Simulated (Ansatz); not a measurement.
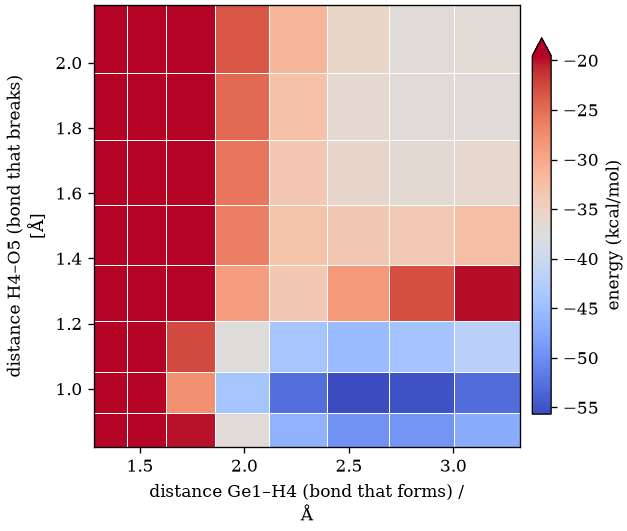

Energy landscape of the reacting system Cl2GeH2O (fragments Cl₂Ge + H₂O where the first distance is long, Cl₂GeH₂O where the second is long). The first coordinate is: distance Ge1–H4 (bond that forms); the second: distance H4–O5 (bond that breaks). Relaxed at each point: all other coordinates. The scan uses an 8 × 8 grid. Points are written as (first, second). All energies are given in kcal/mol relative to a guessed transition structure relaxed with its forming and breaking bonds held. Energies and slopes of some neighbouring points disagree (a jump in structure or state, or too coarse a mesh). The reference is spin-restricted, so regions where a bond is pulled apart into radicals lie too high. Computed with RKS BHLYP-D4/def2-SVP (Ansatz).

In the figure: one coloured cell a grid point, one colour for all values above the top of the scale. 

Where are the lowest and the highest points?

Answer. The lowest grid point is at (2.541 Å, 0.978 Å), −56 kcal/mol from a guessed transition structure relaxed with its forming and breaking bonds held. Other grid points that lie below all their neighbours: (2.844 Å, 1.863 Å) (19 kcal/mol higher). The highest grid point, (1.359 Å, 1.469 Å), lies 97 kcal/mol above the lowest.

Grid values (kcal/mol):

```
second ↓, first →  1.359  1.517  1.735  1.983  2.253  2.541  2.844  3.159
            2.073     29      7    −11    −23    −31    −36    −37    −37
            1.863     36     10    −11    −25    −33    −36    −37    −37
            1.661     40     12    −11    −26    −33    −36    −37    −36
            1.469     42     12    −12    −26    −33    −34    −34    −32
            1.289     39      9    −15    −29    −34    −29    −23    −20
            1.124     32      2    −23    −37    −44    −45    −44    −42
            0.978     21     −2    −28    −44    −53    −56    −55    −53
            0.873     34      4    −20    −37    −46    −50    −49    −47
```

Each point was launched as `ansatz run input.yaml --threads 1 --pin off --max-ram 2560MiB --backend cpu --events-out ev --progress --plain --runs-dir out`. The whole map (64 points run) took 30 min on 1 thread of Arm Neoverse V1, with other jobs on the host.
